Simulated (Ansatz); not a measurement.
# What NaVS3 (model cell, started as cubic perovskite with V in the octahedra) distorts into, part 2 of 3

Which phase does NaVS3 (model cell, started as cubic perovskite with V in the octahedra) fall into along its unstable mode, and how much energy does it gain?

Ansatz 0.2.0; DFT PBEsol, scalar-relativistic, plane waves, PAW; PAW set soft_1.

So far, highest frequency on the path or at a solved wavevector (cm⁻¹): step 2 (response at finite wavevector) 454. Also lowest frequency on the path (cm⁻¹): step 2 -216.

The structure was built from a prototype and need not be the compound's stable phase.

## (3) The mode frozen in, largest atomic shift 0 Å

The mode followed lies at q = (0, 0.25, 0.25) with frequency 149.2i cm⁻¹, one of the unstable modes though not the softest. At small amplitude the distorted cell has space group no. 51 by a symmetry search on the positions. The undistorted cell that holds it gives the zero of energy on the same k mesh.

System of this step: NaVS3 (model cell, started as cubic perovskite with V in the octahedra). The structure is cubic, space group Pm-3m (No. 221). The conventional cell has a = 4.568 Å, b = 4.568 Å, c = 4.568 Å, α = 90.00°, β = 90.00°, γ = 90.00°. Na has 12 S at 3.23 Å nearest. Nearest to V lie 6 S at 2.28 Å. S has 2 V at 2.28 Å and 4 Na at 3.23 Å nearest. S has 2 V at 2.28 Å and 4 Na at 3.23 Å nearest. Farther neighbours and most contacts between anions are not listed.

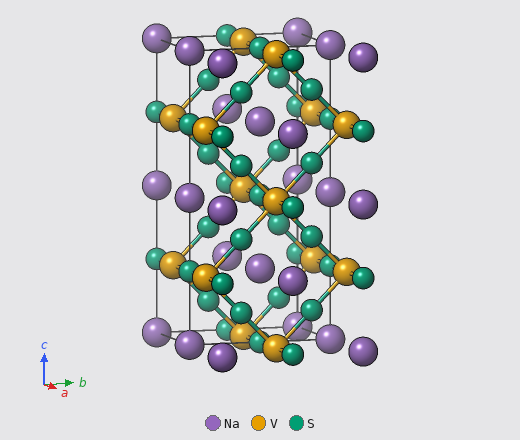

The cell of this step (sodium purple, vanadium orange, sulfur teal). 2×1×1 cells are drawn. Some periodic images of atoms are drawn too.

input.yaml reads:

```yaml
crystal:
  lattice:
    - [4.5683033595, 0.0, 0.0]
    - [0.0, 4.5683033595, -4.5683033595]
    - [0.0, 9.136606719, 9.136606719]
  atoms:
    - { symbol: Na, position: [0.0, 0.0, 0.0] }
    - { symbol: Na, position: [0.0, 0.5, 0.25] }
    - { symbol: Na, position: [0.0, 0.0, 0.5] }
    - { symbol: Na, position: [0.0, 0.5, 0.75] }
    - { symbol: V, position: [0.5, 0.0, 0.25] }
    - { symbol: V, position: [0.5, 0.5, 0.5] }
    - { symbol: V, position: [0.5, 0.0, 0.75] }
    - { symbol: V, position: [0.5, 0.5, 0.0] }
    - { symbol: S, position: [0.5, 0.25, 0.125] }
    - { symbol: S, position: [0.5, 0.75, 0.375] }
    - { symbol: S, position: [0.5, 0.25, 0.625] }
    - { symbol: S, position: [0.5, 0.75, 0.875] }
    - { symbol: S, position: [0.5, 0.75, 0.125] }
    - { symbol: S, position: [0.5, 0.25, 0.375] }
    - { symbol: S, position: [0.5, 0.75, 0.625] }
    - { symbol: S, position: [0.5, 0.25, 0.875] }
    - { symbol: S, position: [0.0, 0.0, 0.25] }
    - { symbol: S, position: [0.0, 0.5, 0.5] }
    - { symbol: S, position: [0.0, 0.0, 0.75] }
    - { symbol: S, position: [0.0, 0.5, 0.0] }
kpoints:
  mp_grid: { grid: [8, 6, 4] }
hamiltonian:
  xc: pbesol
  pseudopotentials: { kind: paw, azcp: { folder: soft_1 }, xc_functional: pbe }
scf:
  occupations: { method: methfessel_paxton, width: 0.2 }
output:
  forces: true
  stress: true
  eigenvalues: true
```

Run with:

```console
$ ansatz run input.yaml --threads 8 --pin off --max-ram 16384MiB --backend cpu --events-out ev --progress --plain --runs-dir out
```

Numbers of over 12 decimals in the logs are rounded to 6 here.

The program printed:

```text
[...]
Crystal: 20 atoms, lattice volume = 381.351 Å³
Basis set: ecut = 420 eV, 7469 PW (Γ), exchange–correlation on 64×90×180 points (8 copies of the dense FFT grid, shifted against one another)
Bands: 100, of which v1, the nominal top of the filled ones, is band 80 counted from 1 (79 counted from 0)
Symmetry: 32 space group operations
[...]
k-points: 60 of 192
[...]
k-point 0: bands = [... 76 lower, 5.7821, 6.0984, 6.0984, 6.4696, 6.4697, 6.4708, 7.1959, 7.2297, ... 16 higher]
  k-point 1: bands = [... 76 lower, 5.9376, 6.1302, 6.2138, 6.4292, 6.4454, 6.5967, 6.9463, 6.9699, ... 16 higher]
  k-point 2: bands = [... 76 lower, 5.8688, 5.8688, 6.5516, 6.5516, 6.6786, 6.6786, 6.7913, 6.7913, ... 16 higher]
  k-point 59: bands = [... 76 lower, 6.9449, 6.9449, 6.9449, 6.9449, 7.7049, 7.7049, 7.7049, 7.7049, ... 16 higher]
[key lines of the parts left out:]
SCF converged after 10 iterations
Free energy (F): -28076.630814 eV
Fermi energy:    6.797725 eV
P = ⅓ Tr σ = 0.0115 GPa (0.115 kbar)
```

Run time: 16 s. Hardware: 8 threads of Arm Neoverse V2, shared host; peak memory 2.6 GiB.

Numbers from this step:

| Quantity | Value |
| --- | --- |
| pressure | 0.01155 GPa |
| energy from the undistorted cell | 0 meV/atom |

The run ends at a pressure of 0.01 GPa.

## (4) The mode frozen in, largest atomic shift 0.22 Å

The atoms are moved along the unstable eigenvector, the largest shift by 0.22 Å, with the cell fixed.

input.yaml reads:

```yaml
crystal:
  lattice:
    - [4.5683033595, 0.0, 0.0]
    - [0.0, 4.5683033595, -4.5683033595]
    - [0.0, 9.136606719, 9.136606719]
  atoms:
    - { symbol: Na, position: [0.0, 0.0035822577, 0.0] }
    - { symbol: Na, position: [0.0, 0.5, 0.25] }
    - { symbol: Na, position: [0.0, -0.0035822577, 0.5] }
    - { symbol: Na, position: [0.0, 0.5, 0.75] }
    - { symbol: V, position: [0.5, 0.0, 0.25] }
    - { symbol: V, position: [0.5, 0.4659472063, 0.5] }
    - { symbol: V, position: [0.5, 0.0, 0.75] }
    - { symbol: V, position: [0.5, 0.5340527937, 0.0] }
    - { symbol: S, position: [0.5, 0.2406205509, 0.123219113] }
    - { symbol: S, position: [0.5, 0.7593794491, 0.376780887] }
    - { symbol: S, position: [0.5, 0.2593794491, 0.626780887] }
    - { symbol: S, position: [0.5, 0.7406205509, 0.873219113] }
    - { symbol: S, position: [0.5, 0.7406205509, 0.126780887] }
    - { symbol: S, position: [0.5, 0.2593794491, 0.373219113] }
    - { symbol: S, position: [0.5, 0.7593794491, 0.623219113] }
    - { symbol: S, position: [0.5, 0.2406205509, 0.876780887] }
    - { symbol: S, position: [0.0, 0.0, 0.25] }
    - { symbol: S, position: [0.0, 0.5265781553, 0.5] }
    - { symbol: S, position: [0.0, 0.0, 0.75] }
    - { symbol: S, position: [0.0, 0.4734218447, 0.0] }
kpoints:
  mp_grid: { grid: [8, 6, 4] }
hamiltonian:
  xc: pbesol
  pseudopotentials: { kind: paw, azcp: { folder: soft_1 }, xc_functional: pbe }
scf:
  occupations: { method: methfessel_paxton, width: 0.2 }
output:
  forces: true
  stress: true
  eigenvalues: true
```

The program printed:

```text
[...]
Crystal: 20 atoms, lattice volume = 381.351 Å³
Basis set: ecut = 420 eV, 7469 PW (Γ), exchange–correlation on 64×90×180 points (8 copies of the dense FFT grid, shifted against one another)
Bands: 100, of which v1, the nominal top of the filled ones, is band 80 counted from 1 (79 counted from 0)
Symmetry: 8 space group operations
[...]
k-points: 60 of 192
[...]
k-point 0: bands = [... 76 lower, 6.0503, 6.0556, 6.1385, 6.3719, 6.4503, 6.5581, 6.7674, 7.3312, ... 16 higher]
  k-point 1: bands = [... 76 lower, 5.9308, 6.1176, 6.1896, 6.3804, 6.3979, 6.7657, 6.8036, 7.2789, ... 16 higher]
  k-point 2: bands = [... 76 lower, 5.9138, 5.9138, 6.3634, 6.3634, 6.5973, 6.5973, 7.0917, 7.0917, ... 16 higher]
  k-point 59: bands = [... 76 lower, 6.8241, 6.8241, 7.0908, 7.0908, 7.5154, 7.5154, 7.5850, 7.5850, ... 16 higher]
[key lines of the parts left out:]
SCF converged after 11 iterations
Free energy (F): -28076.712038 eV
Fermi energy:    6.800798 eV
P = ⅓ Tr σ = 0.7156 GPa (7.156 kbar)
```

Run time: 18 s. Hardware: 8 threads; peak memory 2.6 GiB.

Numbers from this step:

```
pressure                         : 0.7156 GPa
energy from the undistorted cell : -4.563 meV/atom
```

The energy, extrapolated to zero smearing, is -4.56 meV/atom against the undistorted cell.

The run ends at a pressure of 0.72 GPa, with forces up to 0.48 eV/Å.

## (5) Energy along the mode, all amplitudes (two of the runs are shown above)

An imaginary frequency means negative curvature, so the energy should fall and then rise again as anharmonic terms take over.

This step gave:

```
depth at the lowest point sampled  : 4.563 meV/atom
largest atomic shift at that point : 0.22 Å
```

Energy from the parent against largest atomic shift:

| largest atomic shift (Å) | energy from the parent (meV/atom) |
| --- | --- |
| 0.000 | 0 |
| 0.040 | -0.621 |
| 0.080 | -2.16 |
| 0.140 | -4.55 |
| 0.220 | -4.56 |
| 0.320 | 6.06 |

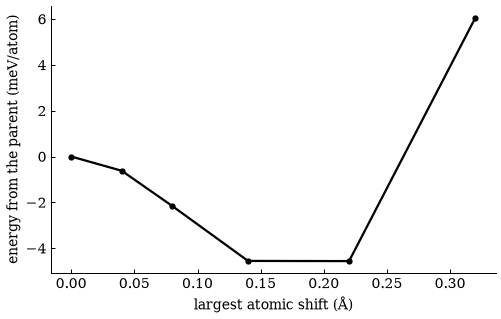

Energy from the parent against largest atomic shift.

Displacement at unit largest shift by atom:

| atom | x (Å) | y (Å) | z (Å) | size |
| --- | --- | --- | --- | --- |
| Na1 | 0.000 | 0.074 | -0.074 | 0.105 |
| Na2 | 0.000 | 0.000 | 0.000 | 0.000 |
| Na3 | 0.000 | -0.074 | 0.074 | 0.105 |
| Na4 | 0.000 | 0.000 | 0.000 | 0.000 |
| V5 | 0.000 | 0.000 | 0.000 | 0.000 |
| V6 | 0.000 | -0.707 | 0.707 | 1.000 |
| V7 | 0.000 | 0.000 | 0.000 | 0.000 |
| V8 | 0.000 | 0.707 | -0.707 | 1.000 |
| S9 | 0.000 | -0.269 | 0.121 | 0.295 |
| S10 | 0.000 | 0.269 | -0.121 | 0.295 |
| S11 | 0.000 | 0.269 | -0.121 | 0.295 |
| S12 | 0.000 | -0.269 | 0.121 | 0.295 |
| S13 | 0.000 | -0.121 | 0.269 | 0.295 |
| S14 | 0.000 | 0.121 | -0.269 | 0.295 |
| S15 | 0.000 | 0.121 | -0.269 | 0.295 |
| S16 | 0.000 | -0.121 | 0.269 | 0.295 |
| S17 | 0.000 | 0.000 | 0.000 | 0.000 |
| S18 | 0.000 | 0.552 | -0.552 | 0.781 |
| S19 | 0.000 | 0.000 | 0.000 | 0.000 |
| S20 | 0.000 | -0.552 | 0.552 | 0.781 |

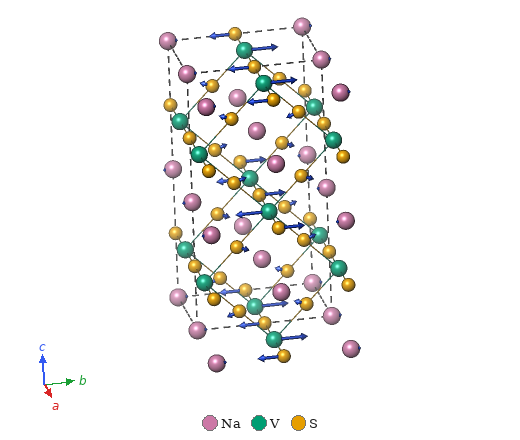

Displacement at unit largest shift as arrows, the longest 1.000 Å. 2×1×1 cells are drawn. Some periodic images of atoms are drawn too.

The lowest of the steps tried is at 0.22 Å, 4.56 meV/atom below the parent; the bottom of the well need not coincide with a step.

(Part 2 of 3 ends here.)

[Logs are printed without paths, hosts, clocks, repeated set-up lines and the standing remarks that a program may print on its own settings, such as how far it seeks lower states.]

[Hosts, paths, dates, database ids (printed as entryN), source tags and the programs' standing remarks are cut or masked in the printed files.]
